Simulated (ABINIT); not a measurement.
# Be3N2 (R3m): G0W0 with ABINIT, start to end, part 2 of 3

Aim: the G0W0 gap of Be3N2 (R3m) on LDA, step by step.

ABINIT 10.8.3; LDA and many-body steps on it, plane waves. Known limits of the many-body steps: not at the basis limit.

So far. Step 2 (Ground state): The gap is indirect, with the least direct gap 1.06 eV higher.

### Step 3. Bands along the symmetry lines

Level of this step: DFT, LDA, plane waves, norm-conserving pseudopotentials (ABINIT).

Levels along a band path, at the cheap level, show where the edges lie and whether the meshes to come will hold them.

The input, run.abi:

```
acell 3*1.0 Angstrom
rprim 
  1.419805055509 0.819724830995 4.866215662800
  -1.419805055509 0.819724830995 4.866215662800
  -0.000000000000 -1.639449661990 4.866215662800
ntypat 2
znucl 4 7
natom 5
typat 1 1 1 2 2
xred 
  0.859001080000 0.859001080000 0.859001080000
  0.317694560000 0.317694560000 0.317694560000
  0.088806770000 0.088806770000 0.088806770000
  0.204162680000 0.204162680000 0.204162680000
  0.708434910000 0.708434910000 0.708434910000
pp_dirpath "pseudos"
pseudos "Be.upf, N.upf"
ecut 38
iscf -2
irdden 1
kptopt 0
nkpt 59
kpt 
  0.00000000 0.00000000 0.00000000
  -0.06250000 -0.06250000 -0.06250000
  -0.12500000 -0.12500000 -0.12500000
  -0.18750000 -0.18750000 -0.18750000
  -0.25000000 -0.25000000 -0.25000000
  -0.31250000 -0.31250000 -0.31250000
  -0.37500000 -0.37500000 -0.37500000
  -0.43750000 -0.43750000 -0.43750000
  -0.50000000 -0.50000000 -0.50000000
  -0.50000000 -0.46069801 -0.53930199
  -0.50000000 -0.42139603 -0.57860398
  -0.50000000 -0.38209404 -0.61790596
  -0.50000000 -0.34279205 -0.65720795
  -0.50000000 -0.30349006 -0.69650994
  -0.50000000 -0.26418808 -0.73581192
  -0.50000000 -0.22488609 -0.77511391
  -0.50000000 -0.18558410 -0.81441590
  -0.18558410 0.18558410 -0.50000000
  -0.16238609 0.16238609 -0.50000000
  -0.13918807 0.13918807 -0.50000000
  -0.11599006 0.11599006 -0.50000000
  -0.09279205 0.09279205 -0.50000000
  -0.06959404 0.06959404 -0.50000000
  -0.04639603 0.04639603 -0.50000000
  -0.02319801 0.02319801 -0.50000000
  0.00000000 0.00000000 -0.50000000
  0.00000000 0.00000000 -0.43750000
  0.00000000 0.00000000 -0.37500000
  0.00000000 0.00000000 -0.31250000
  0.00000000 0.00000000 -0.25000000
  0.00000000 0.00000000 -0.18750000
  0.00000000 0.00000000 -0.12500000
  0.00000000 0.00000000 -0.06250000
  0.00000000 0.00000000 0.00000000
  0.00000000 0.04284901 -0.04284901
  0.00000000 0.08569801 -0.08569801
  0.00000000 0.12854702 -0.12854702
  0.00000000 0.17139603 -0.17139603
  0.00000000 0.21424503 -0.21424503
  0.00000000 0.25709404 -0.25709404
  0.00000000 0.29994304 -0.29994304
  0.00000000 0.34279205 -0.34279205
  -0.34279205 0.00000000 -0.65720795
  -0.36244304 0.00000000 -0.63755696
  -0.38209404 0.00000000 -0.61790596
  -0.40174503 0.00000000 -0.59825497
  -0.42139603 0.00000000 -0.57860398
  -0.44104702 0.00000000 -0.55895298
  -0.46069801 0.00000000 -0.53930199
  -0.48034901 0.00000000 -0.51965099
  -0.50000000 0.00000000 -0.50000000
  -0.43750000 0.00000000 -0.43750000
  -0.37500000 0.00000000 -0.37500000
  -0.31250000 0.00000000 -0.31250000
  -0.25000000 0.00000000 -0.25000000
  -0.18750000 0.00000000 -0.18750000
  -0.12500000 0.00000000 -0.12500000
  -0.06250000 0.00000000 -0.06250000
  0.00000000 0.00000000 0.00000000
istwfk *1
nband 22
nbdbuf 6
tolwfr 1e-07
nstep 50
prtwf 0
prtvol 0
indata_prefix "in"
outdata_prefix "out"
tmpdata_prefix "tmp"
```

The run is started by

```bash
OMP_NUM_THREADS=1 mpirun -n 8 abinit run.abi > log
```

Numbers of over 12 decimals in the logs are rounded to 6 here.

Output:

```text
.Version 10.8.3 of ABINIT. v10.8.2 released Aug 2026.

 Symmetries : space group R3 m (#160); Bravais hR (rhombohedral)
[... echo of the input left out ...]
== DATASET  1 ==================================================================
-   mpi_nproc: 8, omp_nthreads: 1 (-1 if OMP is not activated)

--- !DatasetInfo
iteration_state: {dtset: 1, }
dimensions: {natom: 5, nkpt: 59, mband: 22, nsppol: 1, nspinor: 1, nspden: 1, mpw: 2596, }
cutoff_energies: {ecut:  38.0, pawecutdg:  -1.0, }
electrons: {nelect:   2.20000000E+01, charge:   0.00000000E+00, occopt:   1.00000000E+00, tsmear:   1.00000000E-02, }

 Real(R)+Recip(G) space primitive vectors, cartesian coordinates (Bohr,Bohr^-1):
 R(1)=  2.6830427  1.5490554  9.1958149  G(1)=  0.1863556  0.1075924  0.0362484
 R(2)= -2.6830427  1.5490554  9.1958149  G(2)= -0.1863556  0.1075924  0.0362484
 R(3)=  0.0000000 -3.0981109  9.1958149  G(3)=  0.0000000 -0.2151849  0.0362484
 Unit cell volume ucvol=  2.2931687E+02 bohr^3
 Angles (23,13,12)=  3.21025619E+01  3.21025619E+01  3.21025619E+01 degrees

 getcut: wavevector=  0.0000  0.0000  0.0000  ngfft=  54  54  54
         ecut(hartree)=     38.000   => boxcut(ratio)=   2.00551

--- Pseudopotential description ------------------------------------------------
- Be Generated using ONCVPSP code by D. R. Hamann
-  4.00000   4.00000  180309                  znucl, zion, pspdat
12 -1012 1 -1 1358                            pspcod,pspxc,lmax,lloc,mmax
     nproj     2     2
  pspatm : epsatm=    2.74190561
         --- l  ekb(1:nproj) -->
             0   -6.571987   -2.339039
             1   -2.528806   -0.553493
 pspatm: atomic psp has been read  and splines computed

- N Generated using ONCVPSP code by D. R. Hamann
-  7.00000   5.00000  180309                  znucl, zion, pspdat
12 -1012 1 -1 1058                            pspcod,pspxc,lmax,lloc,mmax
     nproj     2     2
  pspatm : epsatm=    5.30777321
         --- l  ekb(1:nproj) -->
             0    7.408032    0.617798
[...]
pspatm: atomic psp has been read  and splines computed

--------------------------------------------------------------------------------

================================================================================
 prteigrs : about to open file out_EIG
 Non-SCF case, kpt    1 (  0.00000  0.00000  0.00000), residuals and eigenvalues=
  4.55E-08  5.36E-08  8.45E-09  1.38E-08  4.32E-08  1.75E-08  4.13E-08  7.78E-08
  6.93E-08  1.28E-08  2.14E-08  1.61E-08  1.92E-08  1.43E-08  3.57E-08  1.54E-08
  3.61E-08  3.33E-08  7.92E-09  2.58E-07  7.04E-06  2.84E-06
 -3.3490E+00 -3.3435E+00 -3.2990E+00 -3.7822E-01 -2.9671E-01 -6.0718E-02
  1.7390E-01  1.7390E-01  2.0138E-01  2.1804E-01  2.1804E-01  4.4352E-01
[...]
6.7589E-01  8.0391E-01  8.0392E-01  8.1612E-01
 Non-SCF case, kpt    2 ( -0.06250 -0.06250 -0.06250), residuals and eigenvalues=
[...]
Non-SCF case, kpt    3 ( -0.12500 -0.12500 -0.12500), residuals and eigenvalues=
[...]
6.7522E-01  7.9270E-01  7.9270E-01  8.2495E-01
[...]
Non-SCF case, kpt   58 ( -0.06250  0.00000 -0.06250), residuals and eigenvalues=
[...]
Non-SCF case, kpt   59 (  0.00000  0.00000  0.00000), residuals and eigenvalues=
[...]
--- !ResultsGS
iteration_state: {dtset: 1, }
comment   : Summary of ground state results
lattice_vectors:
- [  2.6830427,   1.5490554,   9.1958149, ]
- [ -2.6830427,   1.5490554,   9.1958149, ]
- [ -0.0000000,  -3.0981109,   9.1958149, ]
lattice_lengths: [   9.70367,    9.70367,    9.70367, ]
lattice_angles: [ 32.103,  32.103,  32.103, ] # degrees, (23, 13, 12)
lattice_volume:   2.2931687E+02
convergence: {deltae:  0.000E+00, res2:  0.000E+00, residm:  9.952E-08, diffor:  0.000E+00, }
etotal    :  -6.24339894E+01
entropy   :   0.00000000E+00
fermie    :   2.18036431E-01
cartesian_stress_tensor: null
pressure_GPa: null
xred      :
- [  8.5900E-01,   8.5900E-01,   8.5900E-01, Be]
- [  3.1769E-01,   3.1769E-01,   3.1769E-01, Be]
- [  8.8807E-02,   8.8807E-02,   8.8807E-02, Be]
- [  2.0416E-01,   2.0416E-01,   2.0416E-01,  N]
- [  7.0843E-01,   7.0843E-01,   7.0843E-01,  N]
cartesian_forces: null
force_length_stats: {min: null, max: null, mean: null, }

 Integrated electronic density in atomic spheres:
 ------------------------------------------------
 Atom  Sphere_radius  Integrated_density
[...]
================================================================================

 ----iterations are completed or convergence reached----

 Mean square residual over all n,k,spin=   43.463E-09; max=  99.520E-09
 reduced coordinates (array xred) for    5 atoms
[...]
0.204162680000      0.204162680000      0.204162680000
       0.708434910000      0.708434910000      0.708434910000

 cartesian coordinates (angstrom) at end:
[...]
4     -0.000000     0.000000     2.980499
    5      0.000000     0.000000    10.342191
 length scales=  1.889726125908  1.889726125908  1.889726125908 bohr
              =  1.000000000000  1.000000000000  1.000000000000 angstroms
 prteigrs : about to open file out_EIG
 Eigenvalues (hartree) for nkpt=  59  k points:
 kpt#   1, nband= 22, wtk=  1.00000, kpt=  0.0000  0.0000  0.0000 (reduced coord)
[...]
kpt#   2, nband= 22, wtk=  1.00000, kpt= -0.0625 -0.0625 -0.0625 (reduced coord)
[...]
kpt#   3, nband= 22, wtk=  1.00000, kpt= -0.1250 -0.1250 -0.1250 (reduced coord)
[...]
kpt#  58, nband= 22, wtk=  1.00000, kpt= -0.0625  0.0000 -0.0625 (reduced coord)
[...]
0.63282    0.65123    0.69535    0.79643    0.79724    0.80721
 kpt#  59, nband= 22, wtk=  1.00000, kpt=  0.0000  0.0000  0.0000 (reduced coord)
  -3.34903   -3.34347   -3.29904   -0.37822   -0.29671   -0.06072    0.17390    0.17390
   0.20138    0.21804    0.21804    0.44352    0.50542    0.51990    0.51990    0.61111
   0.64400    0.64400    0.67589    0.80391    0.80392    0.81612

== END DATASET(S) ==============================================================
================================================================================

 -outvars: echo values of variables after computation  --------
            nband          22
             nkpt          59
          spgroup         160
 [... the other variables as echoed above ...]

 Calculation completed.
```

Wall time 13 s (8 MPI ranks of Arm Neoverse V1, shared host); peak memory 0.58 GiB; 1.7 min of CPU time.

Numbers from this step:

* gap: 2.731 eV
* k of the valence top: 0, 0, 0
* k of the conduction bottom: -0.5, 0, -0.5
* least direct gap: 3.792 eV

The gap is 2.731 eV, as in the run before at this level.

Electronic bands along the path, in eV, zero at the top of the highest filled band:

| point | band 8 | band 9 | band 10 | band 11 | band 12 | band 13 | band 14 | band 15 |
| --- | --- | --- | --- | --- | --- | --- | --- | --- |
| Γ | -1.20 | -0.45 | 0.00 | 0.00 | 6.14 | 7.82 | 8.21 | 8.21 |
| T | -0.98 | -0.98 | -0.34 | -0.34 | 7.02 | 8.80 | 8.98 | 8.98 |
| H2 | -4.74 | -3.69 | -3.00 | -1.83 | 5.01 | 6.81 | 9.93 | 11.60 |
| jump to H0 | -4.74 | -3.69 | -3.00 | -1.83 | 5.01 | 6.81 | 9.93 | 11.60 |
| L | -3.69 | -3.08 | -3.01 | -2.10 | 5.48 | 6.56 | 10.28 | 10.42 |
| Γ | -1.20 | -0.45 | 0.00 | 0.00 | 6.14 | 7.82 | 8.21 | 8.21 |
| S0 | -4.88 | -3.66 | -3.06 | -1.88 | 5.07 | 7.12 | 9.36 | 11.95 |
| jump to S2 | -4.88 | -3.66 | -3.06 | -1.88 | 5.07 | 7.12 | 9.36 | 11.95 |
| F | -3.50 | -3.50 | -1.34 | -1.06 | 2.73 | 7.64 | 8.89 | 9.50 |
| Γ | -1.20 | -0.45 | 0.00 | 0.00 | 6.14 | 7.82 | 8.21 | 8.21 |

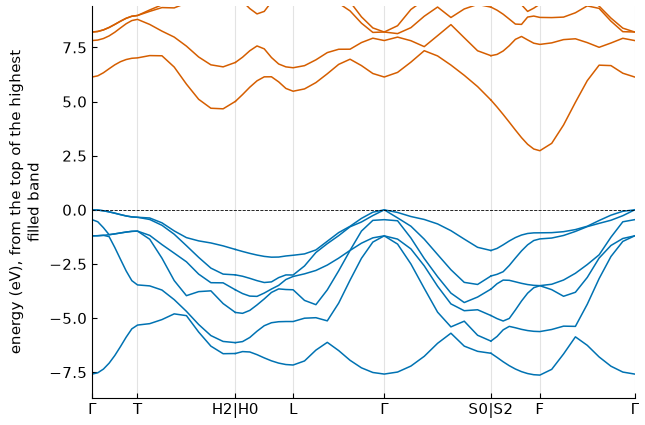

Electronic bands along the path; lines of filled and empty bands in two colours.

### Step 4. Empty states on the mesh, 4×4×4 mesh, 91 bands

The sums over transitions need many empty states on a uniform mesh; this step solves for them.

The input, run.abi:

```
acell 3*1.0 Angstrom
rprim 
  1.419805055509 0.819724830995 4.866215662800
  -1.419805055509 0.819724830995 4.866215662800
  -0.000000000000 -1.639449661990 4.866215662800
ntypat 2
znucl 4 7
natom 5
typat 1 1 1 2 2
xred 
  0.859001080000 0.859001080000 0.859001080000
  0.317694560000 0.317694560000 0.317694560000
  0.088806770000 0.088806770000 0.088806770000
  0.204162680000 0.204162680000 0.204162680000
  0.708434910000 0.708434910000 0.708434910000
pp_dirpath "pseudos"
pseudos "Be.upf, N.upf"
ecut 38
ngkpt 4 4 4
nshiftk 1
shiftk 0 0 0
kptopt 1
chksymbreak 0
irdden 1
istwfk *1
nband 91
prtvol 0
optdriver 6
gwr_task "HDIAGO"
paral_kgb 0
occopt 1
indata_prefix "in"
outdata_prefix "out"
tmpdata_prefix "tmp"
```

Output:

```text
[banner, memory and clock lines left out]
.Version 10.8.3 of ABINIT. v10.8.2 released Aug 2026.

 Symmetries : space group R3 m (#160); Bravais hR (rhombohedral)
[... echo of the input left out ...]
== DATASET  1 ==================================================================
-   mpi_nproc: 8, omp_nthreads: 1 (-1 if OMP is not activated)

--- !DatasetInfo
iteration_state: {dtset: 1, }
dimensions: {natom: 5, nkpt: 13, mband: 91, nsppol: 1, nspinor: 1, nspden: 1, mpw: 2590, }
cutoff_energies: {ecut:  38.0, pawecutdg:  -1.0, }
electrons: {nelect:   2.20000000E+01, charge:   0.00000000E+00, occopt:   1.00000000E+00, tsmear:   1.00000000E-02, }

.Using double precision arithmetic; gwpc =  8

- Reading GS density from: in_DEN

--- Pseudopotential description ------------------------------------------------
- Be Generated using ONCVPSP code by D. R. Hamann
-  4.00000   4.00000  180309                  znucl, zion, pspdat
12 -1012 1 -1 1358                            pspcod,pspxc,lmax,lloc,mmax
     nproj     2     2
  pspatm : epsatm=    2.74190561
         --- l  ekb(1:nproj) -->
             0   -6.571987   -2.339039
             1   -2.528806   -0.553493
 pspatm: atomic psp has been read  and splines computed

- N Generated using ONCVPSP code by D. R. Hamann
-  7.00000   5.00000  180309                  znucl, zion, pspdat
12 -1012 1 -1 1058                            pspcod,pspxc,lmax,lloc,mmax
     nproj     2     2
  pspatm : epsatm=    5.30777321
         --- l  ekb(1:nproj) -->
             0    7.408032    0.617798
             1   -4.361519   -1.032581
 pspatm: atomic psp has been read  and splines computed

   4.14507792E+02                                ecore*ucvol(ha*bohr**3)

 Total charge density [el/Bohr^3]
)     Maximum=    4.4934E+00  at reduced coord.    0.8519    0.8519    0.8704
)     Minimum=    8.8258E-03  at reduced coord.    0.4630    0.4630    0.4630
   Integrated=    2.2000E+01

 === KS gaps after direct diagonalization ===
 Indirect band gap semiconductor
 Fundamental gap:     2.731 (eV)
   VBM:     5.933 (eV) at k: [ 0.0000E+00,  0.0000E+00,  0.0000E+00]
   CBM:     8.664 (eV) at k: [ 5.0000E-01,  5.0000E-01,  0.0000E+00]
 Direct gap:         3.792 (eV) at k: [ 5.0000E-01,  5.0000E-01,  0.0000E+00]

== END DATASET(S) ==============================================================

 -outvars: echo values of variables after computation  --------
           etotal      0.0000000000E+00
            nband          91
             nkpt          13
          spgroup         160
 [... the other variables as echoed above ...]

 Calculation completed.
```

Wall time 38 s (8 MPI ranks); peak memory 3.3 GiB; 5.1 min of CPU time.

This step gave:

| Property | Result |
| --- | --- |
| gap | 2.731 eV |
| k of the valence top | 0, 0, 0 |
| k of the conduction bottom | 0.5, 0.5, 0 |
| least direct gap | 3.792 eV |
| k points computed | 13 |
| lowest point of the top converged band, above the valence top | 80.8127 eV |

On this mesh the gap is 2.731 eV.

### Step 5. Screening, 4×4×4 mesh, 83 bands, screening to 130.6 eV

The RPA dielectric matrix is built and inverted for each q.

This step: RPA screening on LDA, plane waves, norm-conserving pseudopotentials.

Edit run.abi of step 4 so:

```diff
@@ -23,10 +23,11 @@
 chksymbreak 0
-irdden 1
 istwfk *1
-nband 91
-prtvol 0
-optdriver 6
-gwr_task "HDIAGO"
-paral_kgb 0
 occopt 1
+irdwfk 1
+optdriver 3
+nband 83
+ecuteps 4.8
+inclvkb 2
+awtr 1
+symchi 1
 indata_prefix "in"
```

Output:

```text
.Version 10.8.3 of ABINIT. v10.8.2 released Aug 2026.

 Symmetries : space group R3 m (#160); Bravais hR (rhombohedral)
[... echo of the input left out ...]
== DATASET  1 ==================================================================
-   mpi_nproc: 8, omp_nthreads: 1 (-1 if OMP is not activated)

--- !DatasetInfo
iteration_state: {dtset: 1, }
dimensions: {natom: 5, nkpt: 13, mband: 83, nsppol: 1, nspinor: 1, nspden: 1, mpw: 2590, }
cutoff_energies: {ecut:  38.0, pawecutdg:  -1.0, }
electrons: {nelect:   2.20000000E+01, charge:   0.00000000E+00, occopt:   1.00000000E+00, tsmear:   1.00000000E-02, }

 SCREENING: Calculation of the susceptibility and dielectric matrices

 Based on a program developped by R.W. Godby, V. Olevano, G. Onida, and L. Reining.
 Incorporated in ABINIT by V. Olevano, G.-M. Rignanese, and M. Torrent.
.Using double precision arithmetic ; gwpc =  8

[... cell and pseudopotentials left out ...]
--------------------------------------------------------------------------------

 ==== K-mesh for the wavefunctions ====
 Number of points in the irreducible wedge :    13
[... list of points left out ...]
 Together with  6 symmetry operations and time-reversal symmetry
 yields    64 points in the full Brillouin Zone.

 ==== Q-mesh for the screening function ====
 Number of points in the irreducible wedge :    13
[... list of points left out ...]
 Together with  6 symmetry operations and time-reversal symmetry
 yields    64 points in the full Brillouin Zone.

 setmesh: FFT mesh size selected  =    36x   36x   36
          total number of points  =        46656

 vcoul_init : cutoff-mode = AUXILIARY_FUNCTION
 q-points for optical limit:   1
     1)      0.000010    0.000020    0.000030

- screening: taking advantage of time-reversal symmetry
- Maximum band index for partially occupied states nbvw = 11
- Remaining bands to be divided among processors   nbcw = 72
- Number of bands treated by each node ~9

 Number of electrons calculated from density =   22.0000; Expected =   22.0000
 average of density, n =  0.095937
 r_s =    1.3551
 omega_plasma =   29.8778 [eV]

 calculating chi0 at frequencies [eV] :
  1    0.000000E+00    0.000000E+00
  2    0.000000E+00    2.987782E+01

--------------------------------------------------------------------------------
  q-point number  1        q = ( 0.000000, 0.000000, 0.000000) [r.l.u.]
--------------------------------------------------------------------------------
[... chi0 elements left out ...]
 For q-point:  0.000010 0.000020 0.000030
  dielectric constant =   4.7727
  dielectric constant without local fields =   5.1833

  Average fulfillment of the sum rule on Im[epsilon] for q-point    1 :     73.11  [%]
[... wings left out ...]
  q-point number  2        q = ( 0.250000, 0.000000, 0.000000) [r.l.u.]
--------------------------------------------------------------------------------
[... chi0 elements left out ...]
  Average fulfillment of the sum rule on Im[epsilon] for q-point    2 :     79.67  [%]

 [... 11 further q-points ...]
```

Elapsed: 39 s, on 8 MPI ranks; peak memory 2.2 GiB; 5.2 min of CPU time.

This step gave:

- ε∞ with local fields, on this mesh, along the program's q direction: 4.773
- the same without local fields: 5.183
- plasma frequency: 29.88 eV
- plane waves in the screening matrix: 111

Local fields lower ε∞ by 8 %.

(Continued in part 3 of 3.)

[Paths, hosts, dates, memory and timing lines, banners, echoed tables and standing remarks are left out of the program output.]

[Logs are printed without paths, hosts, clocks, repeated set-up lines and the standing remarks that a program may print on its own settings, such as how far it seeks lower states.]

[Runs of the session that timed out or met a known fault of the program may be left out.]

[Hosts, paths, dates, database ids (printed as entryN), source tags and the programs' standing remarks are cut or masked in the printed files.]

[G0W0 gaps are taken among the corrected bands and points alone; a level outside them can change the order at an edge.]

[Where Ansatz stands beside ABINIT at settings called matched, ABINIT's density can come from a denser mesh and the files from another edition; pairs whose starting gaps differed by over 0.03 eV were left out, so agreement reads better than it is.]
